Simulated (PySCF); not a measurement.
**CAM-B3LYP/aug-cc-pVDZ (density fitting with cc-pvqz-jkfit) run of B2H4Cl− (SMILES B[BH2-]Cl)**

What is the vertical ionisation energy of B2H4Cl− at CAM-B3LYP/aug-cc-pVDZ (density fitting with cc-pvqz-jkfit)? Input form: a Python script.

Program for the calculation: PySCF 2.14.0.

2 further runs of the same task are left out: 2 set aside as unsound or not needed.

## Step 1: The molecule

B2H4Cl− has 7 atoms, charge -1, and is taken as a singlet. As SMILES, `B[BH2-]Cl`. Geometry: relaxed at GFN2-xTB.

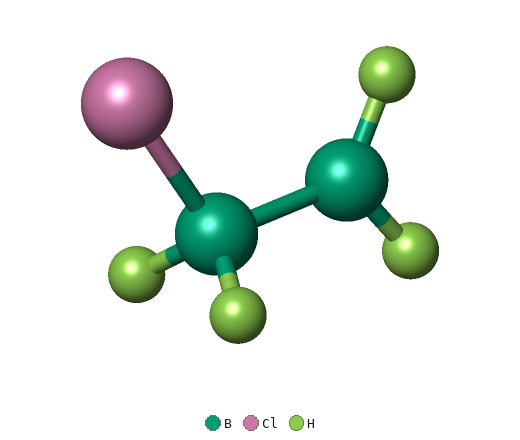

Viewed from a chosen angle; boron teal, chlorine pink, hydrogen green.

## Step 2: The energy at CAM-B3LYP/aug-cc-pVDZ (density fitting with cc-pvqz-jkfit)

job.py reads:

```python
from pyscf import gto, dft

molecule = gto.Mole()
molecule.atom = '''
B   -0.832540  -0.102690  -0.575030
B    0.541540   0.210460   0.317780
Cl   1.136380  -1.313640   1.363130
H   -1.443690  -1.119080  -0.629330
H   -1.303990   0.752440  -1.259920
H    0.393860   1.085900   1.146030
H    1.508450   0.486610  -0.362670
'''
molecule.max_memory = 1860
molecule.verbose = 4
molecule.basis = 'aug-cc-pvdz'
molecule.charge = -1
molecule.build()

myscf = dft.RKS(molecule)
myscf.xc = 'cam-b3lyp'
myscf = myscf.density_fit(auxbasis='cc-pvqz-jkfit')
myscf.grids.level = 4
myscf.conv_tol = 1e-10
myscf.kernel()
if not myscf.converged:
    myscf = myscf.newton().run(myscf.mo_coeff, myscf.mo_occ)

e_tot = myscf.e_tot
print(f'total energy: {e_tot:.8f} hartree')
```

On the command line:

```sh
$ OMP_NUM_THREADS=1 python job.py
```

Output:

```text
PySCF version 2.14.0

[... 79 lines left out ...]
converged SCF energy = -512.330259278953
total energy: -512.33025928 hartree
```

It took 6.9 s on 1 thread of AMD EPYC 9R14 (Zen 4), shared host; peak memory 0.47 GiB.

## Step 3: Doublet neutral B2H4Cl

job.py reads:

```python
from pyscf import gto, dft

molecule = gto.M(
    atom='''
B     -1.573273    -0.194056    -1.086649
B      1.023362     0.397712     0.600517
Cl     2.147447    -2.482420     2.575942
H     -2.728179    -2.114755    -1.189261
H     -2.464184     1.421906    -2.380904
H      0.744288     2.052054     2.165683
H      2.850557     0.919560    -0.685347
''',
    max_memory=1860,
    basis='aug-cc-pvdz',
    verbose=3,
    spin=1,
    unit='bohr',
)

ks = dft.UKS(molecule, xc='cam-b3lyp')
ks = ks.density_fit(auxbasis='cc-pvqz-jkfit')
ks.conv_tol = 1e-10
ks.grids.level = 4
ks.kernel()
if not ks.converged:
    ks = ks.newton().run(ks.mo_coeff, ks.mo_occ)

e_tot = ks.e_tot
print('E = %.10f Eh' % e_tot)
```

On the command line:

```sh
$ OMP_NUM_THREADS=1 python job.py
```

Output:

```text
WARN: HOMO -0.303841794527756 >= LUMO -0.303841794527757

converged SCF energy = -512.179716068379  <S^2> = 0.75490895  2S+1 = 2.0049029
E = -512.1797160684 Eh
```

Run time: 15 s. Hardware: 1 thread of AMD EPYC 9R14 (Zen 4), shared host; peak memory 0.48 GiB.

## Step 4: Results

Level: CAM-B3LYP/aug-cc-pVDZ (density fitting with cc-pvqz-jkfit).

```
                                                              quantity          value
                                         singlet B2H4Cl−: total energy  -512.33026 Eh
                                          singlet B2H4Cl−: HOMO energy       -3.20 eV
                                          singlet B2H4Cl−: LUMO energy        3.38 eV
singlet B2H4Cl−: HOMO–LUMO gap (to an unbound level, set by the basis)        6.58 eV
                                  doublet neutral B2H4Cl: total energy  -512.17972 Eh
                                 doublet neutral B2H4Cl: dipole moment         1.27 D
            doublet neutral B2H4Cl: HOMO energy (highest over α and β)       -9.86 eV
             doublet neutral B2H4Cl: LUMO energy (lowest over α and β)       -5.03 eV
                                          doublet neutral B2H4Cl: ⟨S²⟩          0.755
                   vertical detachment energy (to the doublet neutral)       4.096 eV
```

**Reading.** The vertical ionisation energy comes to 4.10 eV (395 kJ/mol). −ε(HOMO) before ionisation, 3.20 eV, is 0.90 eV below this ionisation energy. Mulliken charges (singlet B2H4Cl−) run from -2.12 on B1 to +0.95 on H4; in a basis this large or diffuse they mean little. Mulliken charges (doublet neutral B2H4Cl) run from -1.81 on B1 to +0.95 on H4; in a basis this large or diffuse they mean little.
